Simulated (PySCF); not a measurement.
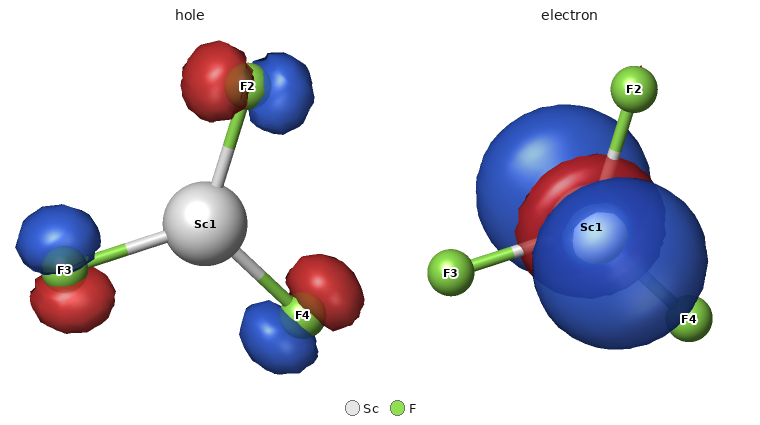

*F$_{3}$Sc. Leading natural transition orbital pair of T₃ (TDA triplet states); the surfaces enclose about 70 % of each orbital's density.*

Computed with PySCF, CAM-B3LYP/def2-SVPD, geometry: GFN2-xTB. This is a single-reference result, which may miss multireference character in this system. No frequency check shows the geometry to be a minimum. GFN2-xTB bond lengths at metals and heavier atoms can be off by up to 0.1 Å and shapes distorted, which carries into these values.

The calculation's input:

```python
import numpy as np
from pyscf import gto, scf, dft, tdscf
from pyscf.scf import atom_ks, atom_hf
from scipy.linalg import block_diag

def solve(mol, dm0=None, hcore=None):
    mf = (dft.UKS if mol.spin else dft.RKS)(mol, xc='camb3lyp')
    mf.grids.level = 3
    mf = mf.density_fit(auxbasis='def2-universal-jkfit')
    mf.conv_tol, mf.max_cycle = 1e-8, 80
    if hcore is not None:
        mf.get_hcore = lambda *args: hcore
    mf.kernel(dm0)
    if not mf.converged:
        mf = mf.newton().run(mf.mo_coeff, mf.mo_occ, max_cycle=30)
    assert mf.converged, 'SCF not converged'
    return mf

mol = gto.M(atom='''
Sc    -0.00011     0.00000     0.00000
F     -1.16596     1.31306     0.00000
F     -0.55404    -1.66636     0.00000
F      1.72025     0.35330     0.00000
''', basis='def2-svpd', charge=0, spin=0, verbose=4)
mf = solve(mol)
td = mf.TDA()
td.nstates, td.singlet, td.conv_tol = 6, False, 1e-5
td.kernel()
td.analyze()
x, y = np.array([p[0] for p in td.xy]), np.array([p[1] + 0 * p[0] for p in td.xy])
f, mu = np.zeros(len(td.e)), np.zeros((len(td.e), 3))
nto = [td.get_nto(state=i + 1, verbose=4) for i in range(len(td.e))]
# spherically averaged free atoms, for the promolecule
atm = atom_ks.get_atm_nrks(mol, xc='camb3lyp')
pro = block_diag(*[(atm[a[0]][2] * atm[a[0]][3]) @ atm[a[0]][2].T for a in mol._atom])
np.savez('result.npz', e=td.e, f=f, ok=td.converged, w=[n[0] for n in nto], nto=[n[1] for n in nto], x=x, y=y, c=mf.mo_coeff, occ=mf.mo_occ, eps=mf.mo_energy, pro=pro, mu=mu)
```

Launched as:

```sh
OMP_NUM_THREADS=1 python input.py
```

The run took 2.6 min on 1 thread of Intel(R) Xeon(R) Processor @ 2.50GHz (Skylake/Cascade Lake) (shared host), peak memory 0.52 GiB.

Question: What kind of excitation is it, and where does it lie?

Answer: 7.56 eV (164 nm), spin-forbidden from the singlet ground state, ligand-to-metal charge transfer; the leading pair carries 99 %; hole on F2, F3 and F4 (31 % each) and Sc1 (6 %), electron on Sc1 (90 %); their centroids lie 0.0 Å apart. In canonical orbitals it is mainly HOMO−2 → LUMO (96 %). The HOMO–LUMO gap is 11.51 eV.
